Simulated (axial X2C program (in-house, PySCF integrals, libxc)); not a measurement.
# TeH⁺: properties at the nuclei

Wanted for TeH⁺: properties at the nuclei, at the two-component level.

The runs use an in-house X2C program for linear molecules on PySCF integrals; two-component X2C with atomic mean-field terms, Te dyall-acv3z, H dyall-av3z.

All values are calculated.

## (1) Input

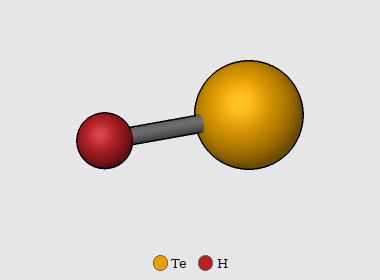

The two atoms at 1.680 Å (tellurium amber, hydrogen red).

File task.json:

```json
{
 "zs": [
  52,
  1
 ],
 "q": 1,
 "bas": [
  "dyall-acv3z",
  "dyall-av3z"
 ],
 "r0": 1.68,
 "levels": [
  "PBE0",
  "HF",
  "B3LYP"
 ],
 "nst": 1,
 "ff": 1,
 "thr": -3.5,
 "nmax": 130,
 "opt": {
  "ecut": 60
 }
}
```

Keys: zs atomic numbers; q charge; bas basis sets; r0 starting distance in Å; levels methods (HF also brings MP2); nst determinants followed; ff finite-field run; thr threshold in hartree for freezing inner shells (an s shell follows its p shell); nmax most natural virtual spinors; ecut virtual cutoff in hartree.

On the command line:

```sh
$ python soeom.py task.json out
```

Nuclei are Gaussian, cores are contracted, and the Gaunt term is on.

## (2) Expectation values, lowest determinant

R = 1.674 Å. State: Ω = 1 (excess of +ω over −ω: ω = -1/2, ω = 3/2).

Output of the PBE0 run:

```text
two-component X2C + atomic mean field  PBE0
basis functions 166  fitting functions 826  grid points 5071
iter        total energy     max residual
   1      -6790.780898584     4.98e-01
   2      -6790.872091477     2.37e-03
   3      -6790.872127062     9.36e-04
   4      -6790.872137839     2.04e-04
   5      -6790.872138223     6.98e-05
   6      -6790.872138257     2.01e-05
   7      -6790.872138262     2.75e-06
   8      -6790.872138262     1.25e-06
converged
one-electron -9329.50299638  Coulomb 2703.56179764  exact exchange -43.70152766  xc functional -133.62285045  nuclear repulsion 16.43800177  atomic mean-field constant -4.04456319
```

The highest occupied spinor is 86% Te p, 8% H p, 6% H d.

| level | Eeff magnitude (GV/cm) | Ws magnitude Te (kHz) | A∥/gI Te (MHz) | qzz Te (a.u.) | A∥/gI H (MHz) | qzz H (a.u.) |
| --- | --- | --- | --- | --- | --- | --- |
| PBE0 | 0.594 | 0.415 | -1230 | -3.19 | -10.2 | 0.12 |
| HF | 1.93 | 1.08 | -995 | -3.02 | -15.2 | 0.12 |
| B3LYP | 1.45 | 0.914 | -1150 | -3.02 | -8.9 | 0.11 |

Eeff is the effective electric field on the electron dipole moment in this Ω state and Ws the scalar–pseudoscalar constant (defined with the proton number Z and per Ω); A∥ is the parallel hyperfine constant, which follows by multiplying with the nuclear g factor gI = μI/(I μN); qzz is the electric field gradient, eQq0 = 234.96 MHz × Q/barn × qzz. The operators were transformed with the bare-nucleus X2C matrices.

## (3) Finite-field coupled cluster

Output:

```text
two-component X2C + atomic mean field  HF
basis functions 166  fitting functions 826  grid points 5071
iter        total energy     max residual
   1      -6788.353870786     2.18e-01
   2      -6788.371577016     5.33e-03
   3      -6788.372122745     1.45e-03
   4      -6788.372196877     7.51e-04
   5      -6788.372215955     3.42e-04
   6      -6788.372220881     8.64e-05
   7      -6788.372221257     2.41e-05
   8      -6788.372221286     1.20e-05
   9      -6788.372221293     6.65e-06
  10      -6788.372221296     3.46e-06
  11      -6788.372221296     1.36e-06
converged
one-electron -9328.46815049  Coulomb 2702.56649418  exact exchange -174.86400357  xc functional 0.00000000  nuclear repulsion 16.43800177  atomic mean-field constant -4.04456319
correlated 16  virtual 248  natural virtual 130  E(MP2) -0.594606247  MP2 remainder -0.009639943
iter   CCSD correlation   residual
   1     -0.540883359   1.09e-01
   2     -0.553316595   3.39e-02
   3     -0.554027142   1.30e-02
   4     -0.554036601   3.51e-03
   5     -0.554074805   1.25e-03
   6     -0.554071088   5.90e-04
   7     -0.554069912   1.64e-04
   8     -0.554070857   4.38e-05
   9     -0.554070059   1.75e-05
  10     -0.554070190   1.01e-05
  11     -0.554070186   5.15e-06
(T) -0.014645868  T1 0.0154  D1 0.0503  max T2 0.098
```

T1 in the output is the amplitude norm over the root of the electron number; divide by √2 for the Lee–Taylor value.

16 electrons correlated in 130 natural virtual spinors, MP2 remainder added; T1 = 0.011.

| level | Eeff magnitude (GV/cm) | Ws magnitude Te (kHz) | A∥/gI Te (MHz) | qzz Te (a.u.) | A∥/gI H (MHz) |
| --- | --- | --- | --- | --- | --- |
| HF | 1.93 | 1.08 | -995 | -3.02 | -15.2 |
| MP2 | 1.33 | 0.837 | -1130 | -2.96 | -16.2 |
| CCSD | 0.763 | 0.514 | -926 | -2.91 | -11 |
| CCSD(T) | 0.964 | 0.633 | -900 | -2.92 | -10.9 |

## (4) Results

| quantity | value |
| --- | --- |
| lowest determinant | Ω = 1 (excess of +ω over −ω: ω = -1/2, ω = 3/2) |
| Eeff magnitude (GV/cm), PBE0 | 0.594 |
| Ws magnitude Te (kHz), PBE0 | 0.415 |
| A∥/gI Te (MHz), PBE0 | -1230 |
| qzz Te (a.u.), PBE0 | -3.19 |
| Eeff magnitude (GV/cm), CCSD(T) | 0.964 |
| Ws magnitude Te (kHz), CCSD(T) | 0.633 |
| A∥/gI Te (MHz), CCSD(T) | -900 |
| qzz Te (a.u.), CCSD(T) | -2.92 |

In the first state, the effective field runs from 0.594 to 1.93 GV/cm over the mean-field levels, so the levels don't agree on it. The expectation values come from single determinants, which for open shells can mix terms of unlike spin or miss the lowest Ω, so a determinant need not be a state. Eeff is the effective electric field on the electron dipole moment in this Ω state and Ws the scalar–pseudoscalar constant (defined with the proton number Z and per Ω); A∥ is the parallel hyperfine constant, which follows by multiplying with the nuclear g factor gI = μI/(I μN); qzz is the electric field gradient, eQq0 = 234.96 MHz × Q/barn × qzz. The operators were transformed with the bare-nucleus X2C matrices. Correlation of the inner shells is missing, which matters for properties at the nucleus.
